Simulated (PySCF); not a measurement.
# One shape, several levels: TiH4O4 (SMILES O[Ti](O)(O)O)

Wanted: a comparison of 5 runs (HF/3-21G, B3LYP/6-31G*, CAM-B3LYP/6-31G**, BP86/cc-pVDZ, MP2/3-21G) of TiH4O4. Input form: a Python script.

The results are computed with PySCF 2.14.0.

## (1) The molecule

The species is TiH4O4 (9 atoms), meant as a singlet with charge 0. As SMILES, `O[Ti](O)(O)O`. The coordinates come from a PBE0-D4/def2-TZVP relaxation. This is one conformer, not always the lowest.

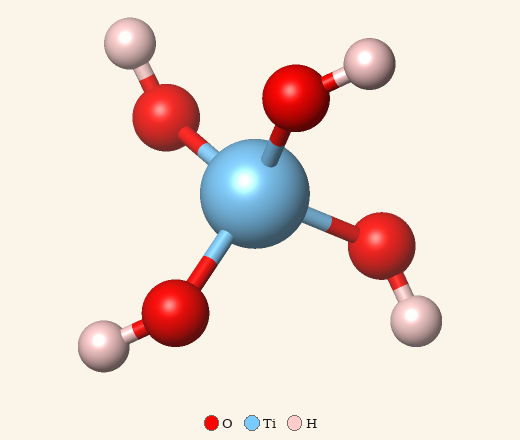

The structure, seen from a chosen angle (oxygen red, titanium blue, hydrogen pink).

## (2) Energy and gradient at HF/3-21G (run 1)

The input, input.py:

```python
# O[Ti](O)(O)O
import pyscf.grad
from pyscf import gto

mol = gto.M(
    atom='''
O   -0.125250   1.268390  -1.272730
Ti   0.000070   0.000090  -0.000050
O    1.651710  -0.715310  -0.066120
O   -1.235630  -1.279200  -0.283830
O   -0.290490   0.726280   1.622320
H   -0.813470   1.413950  -1.922910
H    2.270980  -0.885970   0.644480
H   -1.123140  -2.176250  -0.600550
H   -0.334770   1.648010   1.879390
''',
    spin=0,
    basis='3-21g',
    max_memory=1860,
    verbose=4,
    charge=0,
)

myscf = mol.RHF()
myscf.conv_tol = 1e-10
myscf.kernel()
if not myscf.converged:
    myscf = myscf.newton().run(myscf.mo_coeff, myscf.mo_occ)

e_tot = myscf.e_tot
print('E(%s) = %.9f' % ('HF', e_tot))
grad = myscf.Gradients().kernel()
myscf.analyze()
```

Command:

```bash
$ OMP_NUM_THREADS=1 python input.py
```

The program printed:

```text
PySCF version 2.14.0

[... 89 lines left out ...]
MO #1   energy= -182.356402973295  occ= 2
[... 13 lines left out ...]
MO #15  energy= -1.27740739066042  occ= 2
[... 13 lines left out ...]
MO #29  energy= -0.463322152989937 occ= 2
[... 13 lines left out ...]
MO #43  energy= 0.398312902646405  occ= 0
[... 13 lines left out ...]
MO #57  energy= 1.87470713687148   occ= 0
[... 13 lines left out ...]
MO #71  energy= 3.27128223407884   occ= 0
[... 83 lines left out ...]
Dipole moment(X, Y, Z, Debye): -0.00182, -0.00005,  0.00203
```

Run time: 2.5 s. Hardware: 1 thread of Arm Neoverse V2, shared host; peak memory 0.16 GiB.

## (3) Energy and forces at B3LYP/6-31G(d) (spherical functions) (run 2)

The input, run.py:

```python
import pyscf.grad
from pyscf import gto, dft

mol = gto.Mole()
mol.atom = [
    ('O', (-0.125250, 1.268390, -1.272730)),
    ('Ti', (0.000070, 0.000090, -0.000050)),
    ('O', (1.651710, -0.715310, -0.066120)),
    ('O', (-1.235630, -1.279200, -0.283830)),
    ('O', (-0.290490, 0.726280, 1.622320)),
    ('H', (-0.813470, 1.413950, -1.922910)),
    ('H', (2.270980, -0.885970, 0.644480)),
    ('H', (-1.123140, -2.176250, -0.600550)),
    ('H', (-0.334770, 1.648010, 1.879390)),
]
mol.max_memory = 1860
mol.spin = 0
mol.basis = '6-31g*'
mol.verbose = 4
mol.charge = 0
mol.build()

mf = dft.RKS(mol, xc='b3lyp')
mf.grids.level = 5
mf.conv_tol = 1e-10
mf.kernel()
if not mf.converged:
    mf = mf.newton().run(mf.mo_coeff, mf.mo_occ)

e_tot = mf.e_tot
print('E(%s) = %.9f' % ('B3LYP', e_tot))
grad = mf.Gradients().kernel()
mf.analyze()
```

Command:

```bash
$ OMP_NUM_THREADS=1 python run.py
```

The program printed:

```text
PySCF version 2.14.0

[... 109 lines left out ...]
MO #8   energy= -16.6852963065563  occ= 2
[... 17 lines left out ...]
MO #26  energy= -0.330024888847895 occ= 2
[... 17 lines left out ...]
MO #44  energy= 0.297318471187842  occ= 0
[... 17 lines left out ...]
MO #62  energy= 1.11428944501247   occ= 0
[... 17 lines left out ...]
MO #80  energy= 1.79191552566962   occ= 0
[... 17 lines left out ...]
MO #98  energy= 2.6864203226583    occ= 0
[... 110 lines left out ...]
Dipole moment(X, Y, Z, Debye): -0.00149, -0.00015,  0.00164
```

Wall time 47 s (1 thread of Arm Neoverse V2, shared host); peak memory 1 GiB.

Runs 3 to 4 aren't shown in full; the table further down has their settings and results.

## (4) Energy and gradient at MP2/3-21G (run 5)

The input, input.py:

```python
import pyscf.grad
from pyscf import gto, scf, mp

mol = gto.Mole()
mol.atom = '''
O     -0.125250     1.268390    -1.272730
Ti     0.000070     0.000090    -0.000050
O      1.651710    -0.715310    -0.066120
O     -1.235630    -1.279200    -0.283830
O     -0.290490     0.726280     1.622320
H     -0.813470     1.413950    -1.922910
H      2.270980    -0.885970     0.644480
H     -1.123140    -2.176250    -0.600550
H     -0.334770     1.648010     1.879390
'''
mol.spin = 0
mol.verbose = 4
mol.max_memory = 1860
mol.basis = '3-21g'
mol.charge = 0
mol.build()

mf = scf.RHF(mol)
mf.conv_tol = 1e-10
mf.kernel()
if not mf.converged:
    mf = mf.newton().run(mf.mo_coeff, mf.mo_occ)

pt = mp.MP2(mf, frozen=9).run()
energy = pt.e_tot
print(f'total energy: {energy:.8f} hartree')
grad = pt.Gradients().kernel()
mf.analyze()
```

Command:

```bash
$ OMP_NUM_THREADS=1 python input.py
```

The program printed:

```text
PySCF version 2.14.0

[... 94 lines left out ...]
MO #1   energy= -182.356402973295  occ= 2
[... 13 lines left out ...]
MO #15  energy= -1.27740739066042  occ= 2
[... 13 lines left out ...]
MO #29  energy= -0.463322152989937 occ= 2
[... 13 lines left out ...]
MO #43  energy= 0.398312902646405  occ= 0
[... 13 lines left out ...]
MO #57  energy= 1.87470713687148   occ= 0
[... 13 lines left out ...]
MO #71  energy= 3.27128223407884   occ= 0
[... 83 lines left out ...]
Dipole moment(X, Y, Z, Debye): -0.00182, -0.00005,  0.00203
```

It took 4.8 s on 1 thread of Arm Neoverse V2, shared host; peak memory 0.52 GiB.

## (5) The series

```
run                                    level  integration grid  frozen core orbitals   energy (Eh)  dipole moment (D) of the reference  HOMO energy (eV)  LUMO energy (eV)  wall time
  1                                 HF/3-21G                 –                     –  -1144.606210                                0.00            -12.61              1.90      2.5 s
  2       B3LYP/6-31G* (spherical functions)                 5                     –  -1152.912147                                0.00             -8.20             -1.05       47 s
  3  CAM-B3LYP/6-31G** (spherical functions)                 5                     –  -1152.848882                                0.00             -9.98              0.36       99 s
  4                             BP86/cc-pVDZ                 5                     –  -1153.171689                                0.00             -7.18             -2.16       79 s
  5                                MP2/3-21G                 –                     9  -1145.325466                                0.00            -12.61              1.90      4.8 s
```

## (6) What came out

| quantity | value |
| --- | --- |
| run 5: total energy | -1145.32547 Eh |
| run 5: dipole moment (Hartree–Fock density) | 0.00 D |
| run 5: HOMO energy (Hartree–Fock orbitals) | -12.61 eV |
| run 5: LUMO energy (Hartree–Fock orbitals) | 1.90 eV |
| run 5: HOMO–LUMO gap (Hartree–Fock orbitals) | 14.51 eV |
| run 5: correlation energy (9 core orbitals frozen) | -719.3 mEh |
| run 5: largest force on an atom | 1.477 eV/Å |

In words: Over runs 1, 2, 3, 4 the HOMO–LUMO gap runs from 5.02 eV (BP86/cc-pVDZ) to 14.51 eV (HF/3-21G). The two ends differ in method and basis. Totals of different functionals can't be ranked against each other. All runs together took 3.9 min, the longest 99 s.
